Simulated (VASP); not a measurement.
Band structure of BN (zinc blende). Method: optB86b-vdW, VASP's PBE PAW potentials (set 64) (plane waves; VASP).

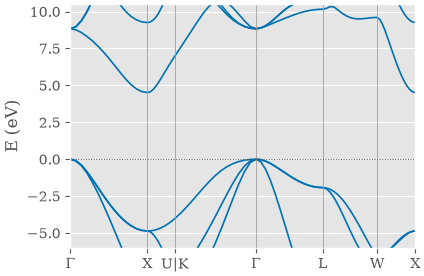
Fig. 1. Bands along high-symmetry lines, zero at the valence-band maximum or, without a gap, the Fermi level

**Question.** Read the plot: is there a gap, and where are the band edges?

**Answer.** The gap is indirect, 4.51 eV, from the valence maximum at Γ to the conduction minimum at X. (Edges off the drawn lines would not show.)

Measured: gap 6.20 eV at 300 K (computed value off by -1.69 eV), as given by arXiv:1206.3780.

The compound is BN in the zinc blende structure. It was relaxed first.
